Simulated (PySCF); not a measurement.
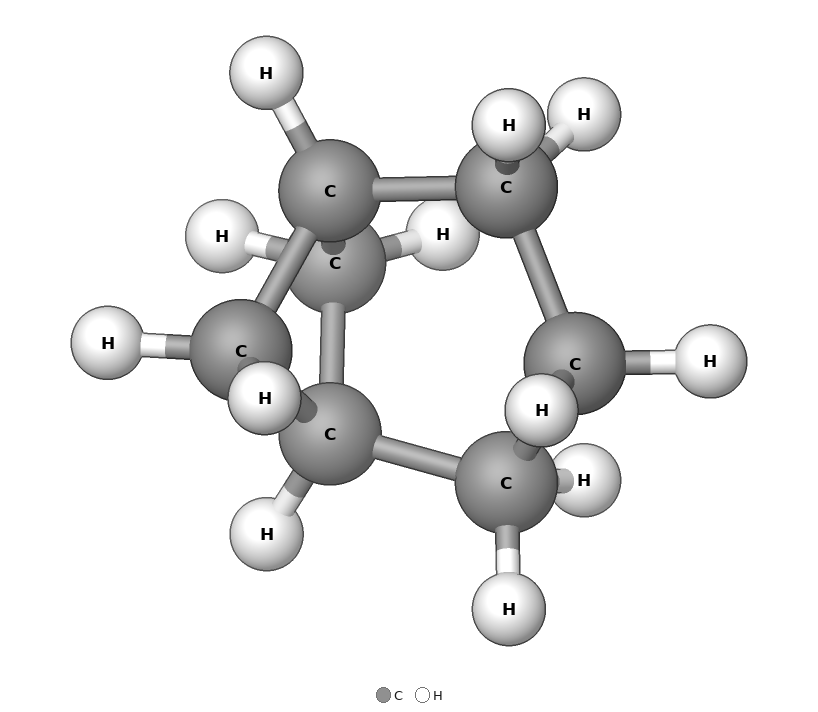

Ball-and-stick drawing of a structure. Every bond is drawn as one stick, whatever its order.

The computed structure is the end point of a GFN2-xTB optimisation. No frequency run is at hand to confirm it as a minimum.

Question: Give the formula.

Answer: C7H12, 19 atoms: 7 carbon and 12 hydrogen.

Question: Give a SMILES string for it.

Answer: C1C[C@H]2C[C@@H](C1)C2

Question: How many bonds of each kind are drawn?

Answer: 12 C–H, 8 C–C.

Question: What is the point group of this geometry?

Answer: Cs.

Question: Does it have rings?

Answer: Independent rings (smallest set): 1 of 4 members, 1 of 6 members.

The parts below concern this one geometry. Atoms keep their numbers from picture to picture.

**Shape**

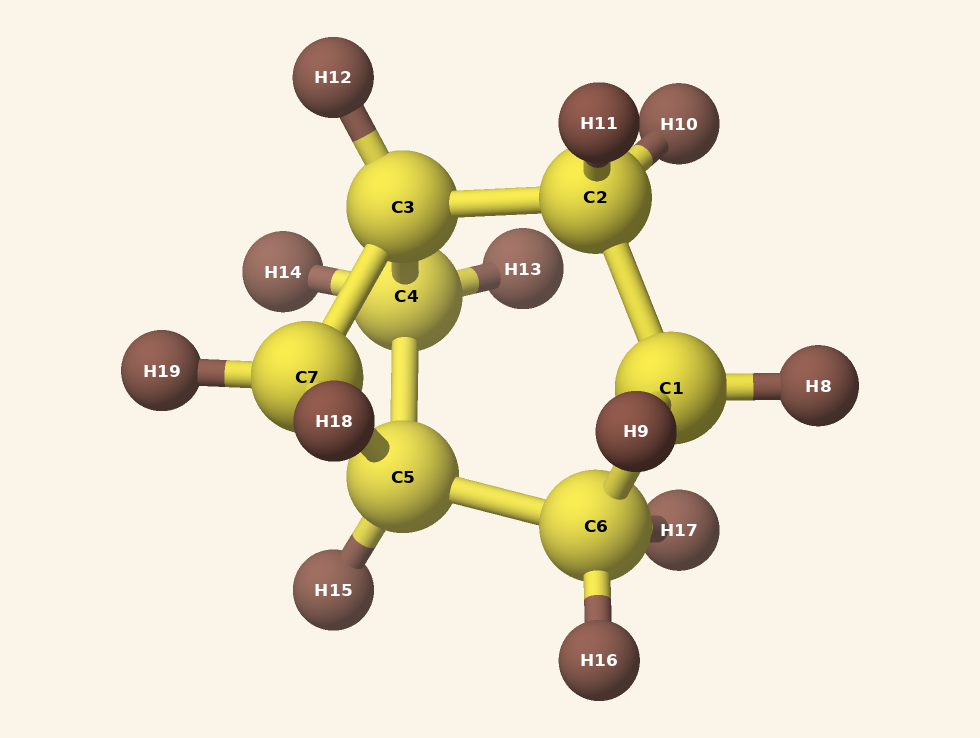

No frequency run is at hand to confirm it as a minimum.

Which atoms are bonded, and how long are the bonds? Leave out bonds to hydrogen.

```csv
bond,length (Å),order
C1–C2,1.536,single
C1–C6,1.536,single
C2–C3,1.527,single
C3–C4,1.535,single
C3–C7,1.537,single
C4–C5,1.535,single
C5–C6,1.527,single
C5–C7,1.537,single
```

**Electronic properties**

No frequency run is at hand to confirm it as a minimum. Properties computed with PBE0/pcSseg-1, gas phase (PySCF 2.14.0).

Question: Estimate the HOMO–LUMO gap.

Answer: 9.20 eV.

Question: What is the HOMO energy (Kohn–Sham orbital)?

Answer: −7.85 eV.

Question: Estimate the dipole moment.

Answer: 0.07 D.

**NMR shielding**

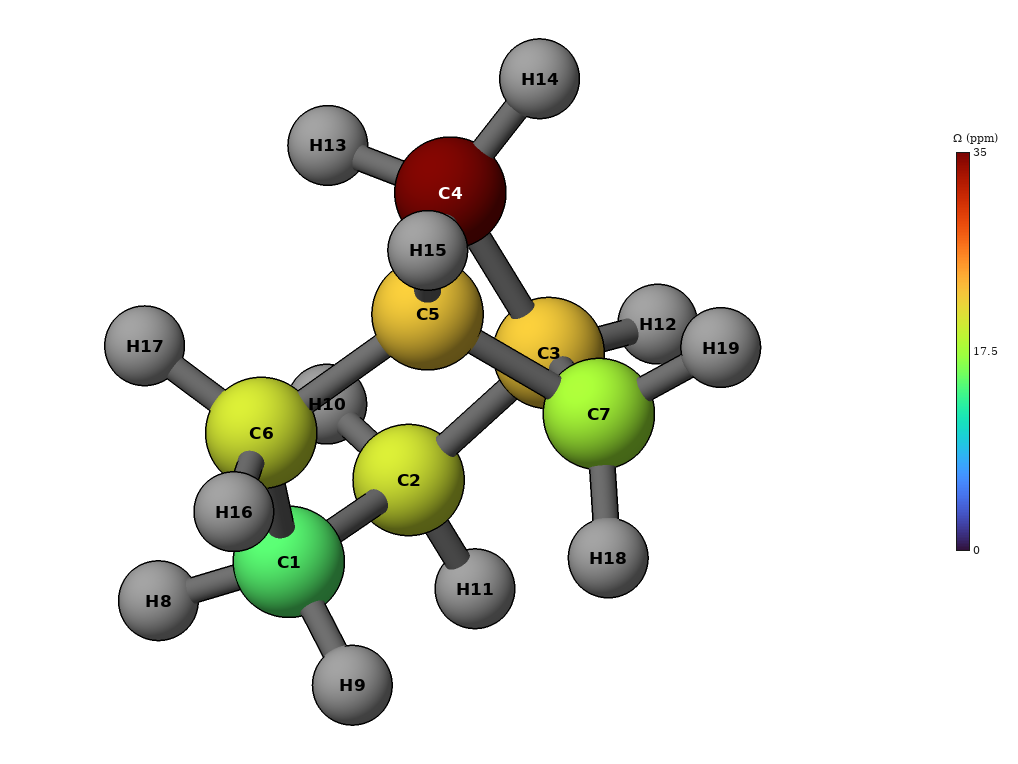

The C atoms are coloured by the span of their shielding tensor. No frequency run is at hand to confirm it as a minimum. Level of theory: GIAO PBE0/pcSseg-1 NMR shielding, non-relativistic, gas phase (PySCF 2.14.0). Principal shieldings σ11 ≤ σ22 ≤ σ33, span Ω = σ33 − σ11, skew κ = 3(σiso − σ22)/Ω.

Question: Which C atom has the most anisotropic shielding?

Answer: C4, with a span of 35 ppm.

Give the shielding tensors of the C atoms.

```csv
atom,σ11,σ22,σ33,σiso,Ω,κ
C1,160.2,168.2,174.9,167.8,14.7,−0.09
"C2, C6",145.7,148.8,165.9,153.5,20.2,0.69
"C3, C5",138.9,155.7,161.3,152.0,22.4,−0.50
C4,129.4,143.7,164.0,145.7,34.6,0.17
C7,149.1,166.1,166.9,160.7,17.8,−0.91
```

Shieldings and span in ppm.

**Charges**

The questions are on Hirshfeld charges. No frequency run is at hand to confirm it as a minimum. Method: PBE0/pcSseg-1, gas phase (PySCF 2.14.0).

Question: Which atom carries the highest charge (most positive or least negative)?

Answer: H8, H11, H14, H16, H19 (0.04 e).

Question: And the lowest?

Answer: C4, C7 (−0.08 e).

List the Hirshfeld charges.

```
atom  value (e)
  C1      −0.07
  C2      −0.07
  C3      −0.03
  C4      −0.08
  C5      −0.03
  C6      −0.07
  C7      −0.08
  H8       0.04
  H9       0.03
 H10       0.03
 H11       0.04
 H12       0.03
 H13       0.03
 H14       0.04
 H15       0.03
 H16       0.04
 H17       0.03
 H18       0.03
 H19       0.04
```
